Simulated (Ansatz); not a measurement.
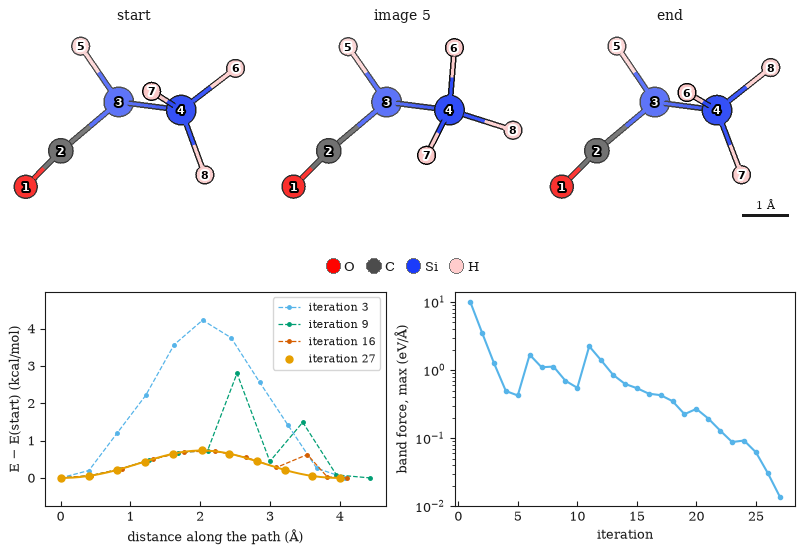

NEB run on CH₄OSi₂. Images are numbered from 0 (start) to 10 (end). The plot follows the band through its iterations. The picture is a ball-and-stick view, seen from a free direction.

Method: RKS PBE/cc-pVDZ (Ansatz 0.2.0). Run with 9 movable images; climbing image; force threshold 0.03 eV/Å; iteration limit 60; starting path by straight interpolation.

Did the band converge, and can the barrier be trusted?

Answer. The run is converged, with reservations. The band converged in 27 iterations. The largest component of the band force went from 10 to 0.014 eV/Å. The climbing image converged on the top of the path. Its curvatures weren't checked. The straight starting path can push atoms close together and costs iterations. The first iteration put the highest image at 93.89 kcal/mol. The barrier is about 0.73 kcal/mol in both directions, with image 5 at the top; the ends have the same energy.

Cost: 10 min on 1 thread of Intel(R) Xeon(R) Processor @ 2.70GHz, with other jobs on the host, peak memory 0.14 GiB.
